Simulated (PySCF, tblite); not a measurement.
# C5H11BClN: geometry, infrared bands and NMR shifts

What infrared bands and NMR shifts should C5H11BClN (`CCCC#[N+][BH2-]CCl`) show?

Computed with tblite 0.8.0 and PySCF 2.14.0, with density-fitted response routines of our own, on a single molecule in the gas phase. Atoms are numbered from 0 throughout.

## Step 1: Starting geometry

19 atoms, charge 0, multiplicity 1; geometry from: force field or distance geometry start.

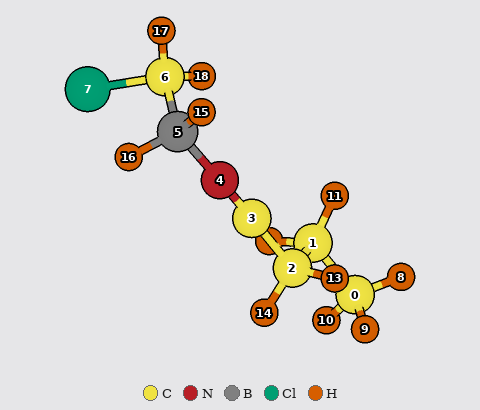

The starting geometry (carbon yellow, nitrogen red, boron grey, chlorine teal, hydrogen orange), atoms numbered; sticks join atoms by distance.

## Step 2: Optimising the geometry with GFN2-xTB

Job settings and geometry (Å):

```
{"job": {"kind": "relax", "xc": "GFN2-xTB", "basis": "xTB"}, "charge": 0, "multiplicity": 1}
C      3.284100     0.455800    -0.916500
C      1.770700     0.513400    -0.700600
C      1.434800    -0.607000     0.252900
C     -0.023300    -0.553900     0.463000
N     -1.174200    -0.544000     0.669100
B     -2.649200    -0.537400     0.885100
C     -3.300500     0.527800    -0.072400
Cl    -4.014000    -0.362600    -1.429600
H      3.789600     1.417300    -0.767500
H      3.681400    -0.242900    -0.170000
H      3.478100    -0.002100    -1.927100
H      1.397300     1.492500    -0.395100
H      1.310600     0.236300    -1.676000
H      1.998500    -0.475200     1.189500
H      1.698600    -1.605200    -0.157300
H     -2.896200    -0.323000     2.061500
H     -3.060600    -1.623100     0.622500
H     -4.175600     0.983200     0.468900
H     -2.560000     1.259400    -0.392700
```

The run is started by

```
$ OMP_NUM_THREADS=1 python probes_run.py task.json out
```

The driver reads the jobs from task.json and runs them one after another.

Log:

```text
step      E/eV     max force
  0    -679.56089    1.934
  1    -679.72312    3.839
  2    -679.75661    4.104
  3    -679.91077    0.966
  4    -679.97602    0.614
  5    -680.04477    0.906
  6    -680.07083    0.489
  7    -680.09104    0.225
  8    -680.10152    0.382
  9    -680.10989    0.330
 10    -680.11512    0.161
 11    -680.11959    0.134
 12    -680.12363    0.232
 13    -680.12741    0.203
 14    -680.13087    0.127
 15    -680.13396    0.121
 16    -680.13644    0.162
 17    -680.13838    0.143
 18    -680.14022    0.115
 19    -680.14241    0.130
 20    -680.14509    0.180
 21    -680.14795    0.193
 22    -680.15085    0.134
 23    -680.15419    0.135
 24    -680.15882    0.192
 25    -680.16568    0.260
 26    -680.17449    0.255
 27    -680.18322    0.211
 28    -680.19169    0.202
 29    -680.20142    0.303
 30    -680.21106    0.328
 31    -680.21575    0.291
 32    -680.22522    0.173
 33    -680.23097    0.160
 34    -680.24119    0.299
 35    -680.24932    0.314
 36    -680.25698    0.205
 37    -680.26382    0.166
 38    -680.26999    0.279
 39    -680.27676    0.336
 40    -680.28279    0.221
 41    -680.28776    0.155
 42    -680.29179    0.173
 43    -680.29719    0.261
 44    -680.30138    0.216
 45    -680.30549    0.129
 46    -680.30845    0.126
 47    -680.31222    0.137
 48    -680.31722    0.189
 49    -680.32281    0.169
 50    -680.32682    0.127
 51    -680.32919    0.123
 52    -680.33150    0.114
 53    -680.33482    0.103
 54    -680.33724    0.089
 55    -680.33946    0.084
 56    -680.34125    0.085
 57    -680.34350    0.084
 58    -680.34555    0.082
 59    -680.34703    0.079
 60    -680.34790    0.056
 61    -680.34844    0.054
 62    -680.34879    0.040
 63    -680.34905    0.036
 64    -680.34928    0.039
 65    -680.34955    0.044
 66    -680.34990    0.044
 67    -680.35033    0.043
 68    -680.35087    0.053
 69    -680.35151    0.056
 70    -680.35224    0.061
 71    -680.35287    0.060
 72    -680.35342    0.045
 73    -680.35387    0.042
 74    -680.35427    0.055
 75    -680.35468    0.052
 76    -680.35520    0.054
 77    -680.35589    0.063
 78    -680.35682    0.069
 79    -680.35775    0.067
 80    -680.35845    0.067
 81    -680.35893    0.054
 82    -680.35944    0.040
 83    -680.35988    0.042
 84    -680.36023    0.038
 85    -680.36048    0.032
 86    -680.36069    0.033
 87    -680.36090    0.032
 88    -680.36108    0.034
 89    -680.36123    0.033
 90    -680.36138    0.030
 91    -680.36154    0.031
 92    -680.36171    0.036
 93    -680.36187    0.027
 94    -680.36206    0.030
 95    -680.36234    0.038
 96    -680.36272    0.058
 97    -680.36316    0.061
 98    -680.36353    0.051
 99    -680.36386    0.052
100    -680.36426    0.050
101    -680.36479    0.074
102    -680.36518    0.086
103    -680.36561    0.048
104    -680.36579    0.033
105    -680.36593    0.086
106    -680.36609    0.105
107    -680.36633    0.085
108    -680.36694    0.039
109    -680.36702    0.027
110    -680.36715    0.023
111    -680.36734    0.034
112    -680.36745    0.032
113    -680.36755    0.021
114    -680.36763    0.019
115    -680.36771    0.024
116    -680.36783    0.037
117    -680.36801    0.041
118    -680.36827    0.036
119    -680.36863    0.049
120    -680.36910    0.048
121    -680.36973    0.072
122    -680.37046    0.084
123    -680.37121    0.053
124    -680.37180    0.057
125    -680.37244    0.074
126    -680.37292    0.051
127    -680.37321    0.027
128    -680.37330    0.019
129    -680.37334    0.020
130    -680.37339    0.018
131    -680.37344    0.020
132    -680.37349    0.017
133    -680.37353    0.014
134    -680.37357    0.013
135    -680.37361    0.012
136    -680.37365    0.012
137    -680.37367    0.008
```

Run time: 0.88 s. Hardware: 1 thread of Arm Neoverse V2, shared host.

Along the way: (not every step is listed)

```csv
step,energy from step 0 (eV),largest force (eV/Å)
0,0.0000,1.9339
1,-0.1622,3.8395
2,-0.1957,4.1041
3,-0.3499,0.9658
4,-0.4151,0.6140
5,-0.4839,0.9059
6,-0.5099,0.4886
7,-0.5302,0.2245
8,-0.5406,0.3820
20,-0.5842,0.1804
32,-0.6643,0.1728
44,-0.7405,0.2158
56,-0.7804,0.0851
68,-0.7900,0.0527
80,-0.7976,0.0670
92,-0.8008,0.0356
104,-0.8049,0.0334
116,-0.8069,0.0371
128,-0.8124,0.0190
132,-0.8126,0.0172
133,-0.8126,0.0144
134,-0.8127,0.0132
135,-0.8127,0.0119
136,-0.8128,0.0117
137,-0.8128,0.0081
```

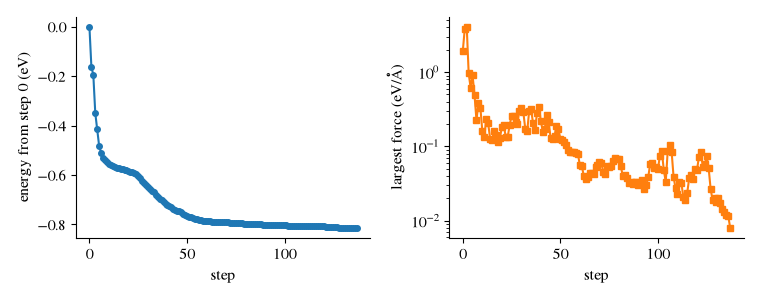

Energy and largest force along the relaxation.

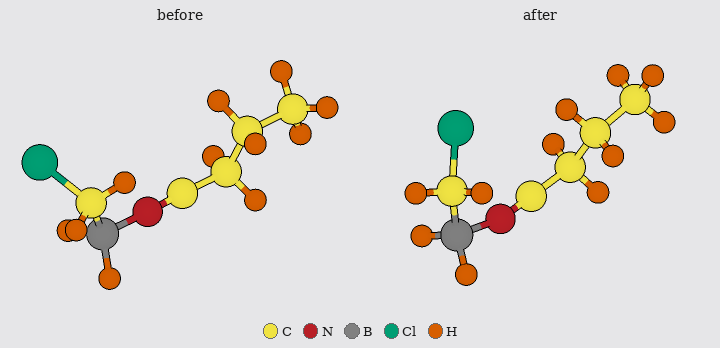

The geometry before (left) and after (right).

Close pairs (by a distance rule), those that changed most:

```csv
bond,before (Å),after (Å),change (Å)
B5–C6,1.573,1.646,+0.073
C2–C3,1.474,1.430,-0.044
C0–H10,1.126,1.088,-0.038
C6–H17,1.125,1.089,-0.036
B5–H15,1.221,1.188,-0.033
C1–C2,1.509,1.539,+0.030
C1–H12,1.113,1.091,-0.022
C3–N4,1.169,1.149,-0.021
```

The final coordinates are the input of the step that follows.

## Step 3: Vibrational analysis with GFN2-xTB

Job settings and geometry (Å):

```
{"job": {"kind": "ir", "xc": "GFN2-xTB", "basis": "xTB"}, "charge": 0, "multiplicity": 1}
C      3.024273     0.465511    -1.087695
C      1.602783     0.509413    -0.544506
C      1.280121    -0.775473     0.238841
C     -0.080185    -0.752224     0.678359
N     -1.176050    -0.685908     1.016056
B     -2.642496    -0.531425     1.078603
C     -2.984424     0.501665    -0.156835
Cl    -2.176211     0.067068    -1.696345
H      3.243577     1.379629    -1.632936
H      3.745417     0.368777    -0.278212
H      3.151457    -0.375536    -1.765819
H      1.484562     1.371943     0.114226
H      0.890955     0.612201    -1.365479
H      1.945247    -0.871828     1.102182
H      1.421006    -1.647694    -0.406979
H     -2.923223    -0.039010     2.122979
H     -3.097808    -1.618583     0.920795
H     -4.051059     0.506184    -0.375844
H     -2.667746     1.524539     0.046312
```

Log:

```text
mode    cm-1     km/mol
  1      25.4      0.91
  2      37.5      4.27
  3      66.2      1.01
  4      78.1      2.68
  5     141.4      3.55
  6     179.3      0.01
  7     237.8      0.06
  8     241.5      1.45
  9     330.5      0.39
 10     335.1      1.07
 11     406.8      3.12
 12     478.3      0.91
 13     628.5      0.68
 14     673.1     23.62
 15     772.2      3.17
 16     776.1     11.95
 17     827.2      3.04
 18     868.5      8.47
 19     884.5      4.11
 20     924.8      7.35
 21     944.5      5.56
 22    1035.5     62.47
 23    1069.4      4.91
 24    1069.9     85.00
 25    1088.7      4.85
 26    1102.2     19.40
 27    1128.2      6.71
 28    1176.9     21.76
 29    1203.3      1.19
 30    1215.1     18.33
 31    1256.4     18.79
 32    1260.8      0.62
 33    1340.4      7.06
 34    1415.1      9.15
 35    1418.3      4.35
 36    1446.6      4.74
 37    1487.4      1.58
 38    1499.3      2.90
 39    1500.2      5.05
 40    2384.3     16.97
 41    2467.2    127.82
 42    2476.7    178.35
 43    2945.1      4.50
 44    2957.5      5.28
 45    2977.4     23.53
 46    2989.4     19.82
 47    2994.1     20.16
 48    3001.6      8.41
 49    3030.8     43.99
 50    3038.0     33.66
 51    3052.5     22.58
```

It took 0.58 s on 1 thread of Arm Neoverse V2, shared host.

The strongest bands and the atoms that carry them (share of the mass-weighted mode):

```csv
cm⁻¹,km/mol,atoms
673,23.6,"H17 20 %, C6 19 %, B5 18 %, C2 10 %"
1036,62.5,"H16 38 %, B5 24 %, H15 24 %"
1070,85.0,"N4 26 %, C2 24 %, C3 12 %, H14 12 %"
2467,127.8,H16 81 %
2477,178.3,"H15 83 %, H16 11 %"
2977,23.5,H18 91 %
3031,44.0,H9 84 %
3038,33.7,H10 87 %
```

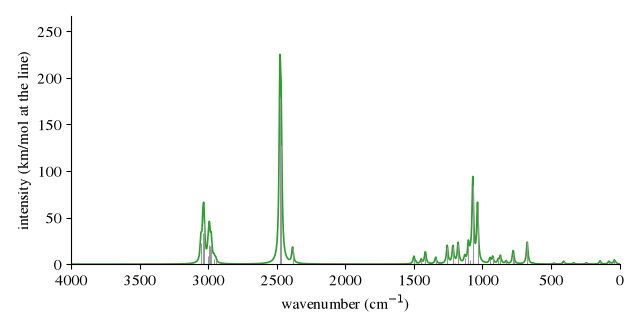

The infrared spectrum from these modes, unscaled. Lines are broadened to a width of 14 cm⁻¹ (Lorentzian).

## Step 4: Shielding tensors: PBE0/pcSseg-1

The job, as its differences from that of step 3:

```diff
@@ -1,2 +1,2 @@
-{"job": {"kind": "ir", "xc": "GFN2-xTB", "basis": "xTB"}, "charge": 0, "multiplicity": 1}
+{"job": {"kind": "nmr", "xc": "PBE0", "basis": "pcSseg-1"}, "charge": 0, "multiplicity": 1}
 C      3.024273     0.465511    -1.087695
```

Method: GIAO PBE0/pcSseg-1 NMR shielding, non-relativistic, gas phase.

Log:

```text
coarse grid: 16024 points
cycle   1  E = -736.2745239102  dE =  8.514e-01  |g| = 5.104e-01  |ddm| = 3.739e+00
cycle   2  E = -736.1451071105  dE =  1.294e-01  |g| = 9.406e-01  |ddm| = 1.173e+00
cycle   3  E = -736.3441965484  dE = -1.991e-01  |g| = 1.889e-01  |ddm| = 6.792e-01
cycle   4  E = -736.3515379663  dE = -7.341e-03  |g| = 5.113e-02  |ddm| = 1.511e-01
cycle   5  E = -736.3520748298  dE = -5.369e-04  |g| = 1.244e-02  |ddm| = 4.218e-02
cycle   6  E = -736.3521132593  dE = -3.843e-05  |g| = 2.767e-03  |ddm| = 1.351e-02
cycle   7  E = -736.3521147692  dE = -1.510e-06  |g| = 1.046e-03  |ddm| = 2.993e-03
final grid: 149080 points
cycle   8  E = -736.3961132143  dE = -5.127e-05  |g| = 8.474e-03  |ddm| = 3.062e-02
cycle   9  E = -736.3961105726  dE =  2.642e-06  |g| = 9.057e-03  |ddm| = 1.397e-02
cycle  10  E = -736.3961306754  dE = -2.010e-05  |g| = 1.530e-03  |ddm| = 7.248e-03
cycle  11  E = -736.3961310788  dE = -4.034e-07  |g| = 7.008e-04  |ddm| = 1.330e-03
cycle  12  E = -736.3961311824  dE = -1.036e-07  |g| = 1.337e-04  |ddm| = 4.751e-04
cycle  13  E = -736.3961311863  dE = -3.921e-09  |g| = 3.919e-05  |ddm| = 1.246e-04
cycle  14  E = -736.3961311867  dE = -3.722e-10  |g| = 9.016e-06  |ddm| = 3.822e-05
converged SCF energy = -736.3961311867

GIAO shielding tensors (ppm)
atom      isotropic    diamagn.    paramagn.     s11        s22        s33       span
  0 C      169.995     244.491     -74.496    159.073    162.847    188.064     28.991
  1 C      161.068     248.532     -87.463    147.953    162.478    172.774     24.821
  2 C      166.684     252.029     -85.345    150.004    166.509    183.539     33.535
  3 C       63.612     270.276    -206.664    -37.493    -27.447    255.775    293.268
  4 N       36.795     332.396    -295.602   -101.971    -94.901    307.256    409.227
  5 B      132.296     188.595     -56.299    119.929    135.263    141.697     21.768
  6 C      140.560     250.391    -109.831    103.736    137.327    180.618     76.881
  7 Cl     944.548    1150.544    -205.996    827.691    899.601   1106.352    278.661
  8 H       30.213      26.847       3.366     25.431     27.442     37.767     12.336
  9 H       30.755      27.308       3.446     26.334     28.741     37.189     10.855
 10 H       30.684      27.796       2.888     26.300     28.989     36.764     10.464
 11 H       29.942      32.488      -2.546     25.248     30.048     34.529      9.280
 12 H       29.236      32.568      -3.333     22.763     29.260     35.683     12.920
 13 H       29.345      29.711      -0.366     24.140     28.553     35.343     11.204
 14 H       29.193      30.458      -1.265     24.578     28.733     34.268      9.690
 15 H       29.855      29.556       0.299     26.052     29.166     34.347      8.295
 16 H       29.597      29.546       0.051     25.750     28.929     34.112      8.362
 17 H       28.332      29.370      -1.038     22.469     27.098     35.428     12.959
 18 H       28.713      32.097      -3.384     22.998     26.774     36.366     13.368
```

It took 38 s on 1 thread of Arm Neoverse V2, shared host; peak memory 0.87 GiB.

The references, computed at this level on geometries of the same kind, shield at (ppm): ¹H TMS 31.72, ¹³C TMS 186.9, ¹⁵N NH3 267.7, ¹¹B BF3·OEt2 100.1, ³⁵Cl HCl 950. Their shielding less the atom's gives the shift. The references are single molecules in the gas phase, so shifts against H2O, NH3, PH3, H3PO4 or CFCl3 are not on the usual liquid scales and can be off by tens of ppm. Atoms listed in one row are averaged.

```csv
atoms,environment,σ (ppm),δ (ppm),δ scaled to CDCl3
C3,nitrilium-type carbon,63.6,123.3,118.4
C6,sp3 CH2 bonded to B and Cl,140.6,46.4,43.3
C1,sp3 CH2,161.1,25.9,23.3
C2,sp3 CH2 α to a nitrile,166.7,20.2,17.8
C0,methyl carbon,170.0,16.9,14.6
"H17, H18",hydrogen on an sp3 CH2 bonded to B and Cl,28.52,3.19,3.12
"H13, H14",hydrogen on an sp3 CH2 α to a nitrile,29.27,2.45,2.41
"H11, H12",hydrogen on an sp3 CH2,29.59,2.13,2.11
"H15, H16","hydrogen on a boron bonded to C, N",29.73,1.99,–
"H8, H9, H10",hydrogen on a methyl carbon,30.55,1.17,1.20
N4,donor nitrogen of a Lewis adduct,36.8,230.9,–
B5,"boron bonded to C, N, 2 H",132.3,-32.2,–
Cl7,chlorine bonded to C,945,5,–
```

The scaled column applies a straight-line fit of computed shieldings to shifts measured in CDCl3, with any fitted terms for Cl, Br or S neighbours (root-mean-square error 0.16 ppm for H, 1.9 ppm for C).

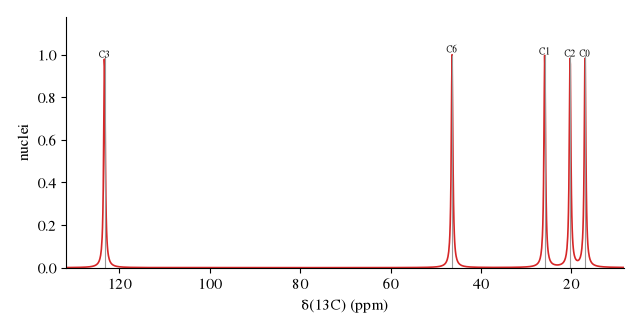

¹³C lines at the computed shifts, without couplings. Lines are broadened to a width of 0.43 ppm (Lorentzian).

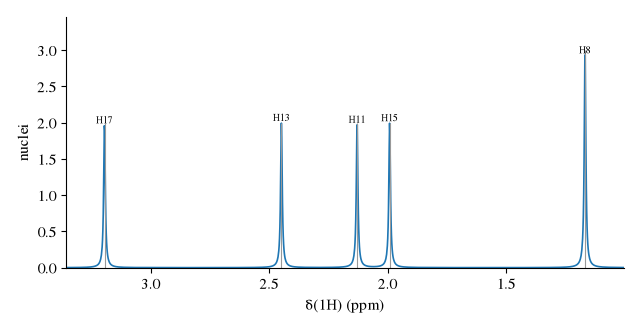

¹H lines at the computed shifts, without couplings. Lines are broadened to a width of 0.01 ppm (Lorentzian).

The run also stored atomic charges by several schemes (e):

```csv
atoms,Mulliken,IAO,Hirshfeld,ESP fit
C0,-0.26,-0.42,-0.11,-0.49
C1,-0.31,-0.24,-0.05,0.34
C2,-0.17,-0.29,-0.03,-0.20
C3,0.29,0.24,0.18,0.28
N4,-0.30,0.02,-0.01,-0.16
B5,0.11,-0.25,-0.05,0.17
C6,-0.37,-0.34,-0.10,-0.27
Cl7,-0.24,-0.16,-0.11,-0.23
```

Hirshfeld charges:

C0 -0.11; C1 -0.05; C2 -0.03; C3 0.18; N4 -0.01; B5 -0.05; C6 -0.10; Cl7 -0.11; H8 0.05; H9 0.04; H10 0.05; H11 0.05; H12 0.04; H13 0.07; H14 0.08; H15 -0.08; H16 -0.08; H17 0.04; H18 0.03

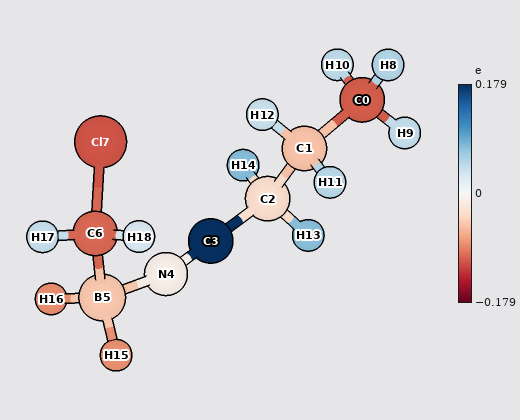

Hirshfeld charges, as colours on the atoms.

Mayer bond orders: C0–C1 1.07, C1–C2 1.00, C2–C3 1.05, C3–N4 2.60, N4–B5 0.74, B5–C6 0.84, C6–Cl7 0.92.

The fields below are evaluated on a grid from the run's orbitals.

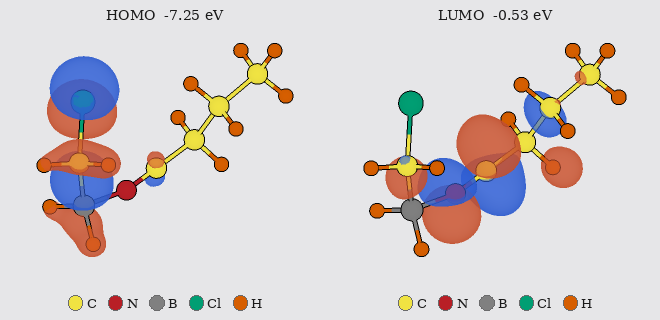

PBE0/pcSseg-1 orbitals near the gap, drawn at the value that encloses 70 % of each; the two colours are the two signs.

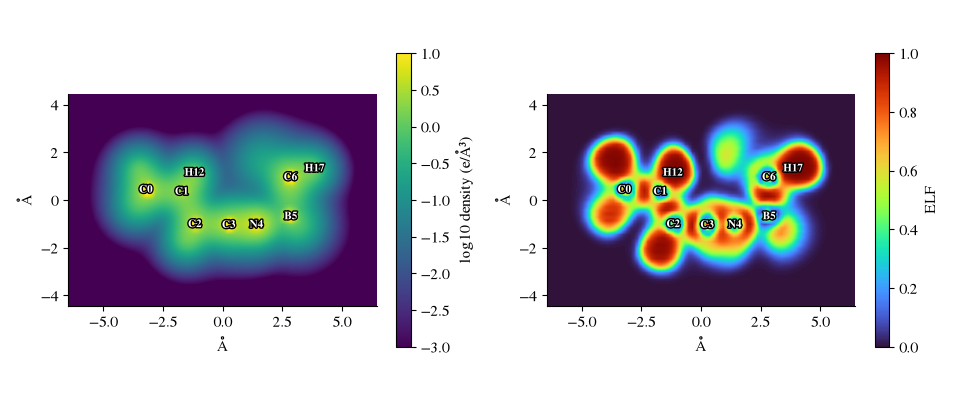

Density (left) and ELF (right) in a plane through or near 9 of the atoms.

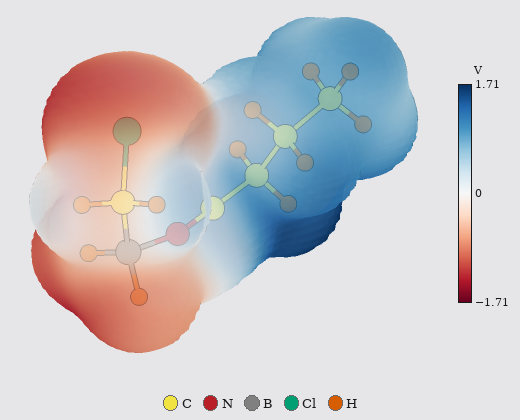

The potential that a unit positive charge feels on the 0.002 e/bohr³ surface, from -1.27 V near Cl7 to 1.71 V near H13.

## Step 5: Summary of results

| quantity | value |
| --- | --- |
| strongest single infrared mode (GFN2-xTB) | 2477 cm⁻¹, 178 km/mol |
| zero-point energy (GFN2-xTB) | 95.6 kcal/mol |
| ¹³C shifts against TMS (PBE0/pcSseg-1) | 123.3, 46.4, 25.9, 20.2, 16.9 ppm |
| ¹H shifts against TMS (PBE0/pcSseg-1, means over atoms taken as alike) | 3.19, 2.45, 2.13, 1.99, 1.17 ppm |
| ¹⁵N shifts against NH3 (PBE0/pcSseg-1) | 230.9 ppm |
| ¹¹B shifts against BF3·OEt2 (PBE0/pcSseg-1) | -32.2 ppm |
| ³⁵Cl shifts against HCl (PBE0/pcSseg-1) | 5 ppm |
| surface potential, least and greatest | -1.27 V and 1.71 V |

What this shows: Relaxing lowered the energy by 0.813 eV in 137 steps; the close pair that moved most is B5–C6, from 1.573 to 1.646 Å. No mode is imaginary among the 51: a minimum at this level. The strongest single mode, at 2477 cm⁻¹, moves mainly H15. GFN2-xTB is a fitted tight-binding method: band positions and strengths are rough. Its intensities can rank the bands wrongly. H17, H18 (mean) (hydrogen on an sp3 CH2 bonded to B and Cl) lies farthest downfield among hydrogen, at 3.19 ppm; its carbon carries Cl, hence the downfield position. At PBE0/pcSseg-1: The largest span, 409 ppm, is at N4, where the paramagnetic term is -296 ppm. By nearest atom (PBE0/pcSseg-1), the HOMO sits on Cl7 51 %; C6 17 % and the LUMO on C3 38 %; N4 29 %.
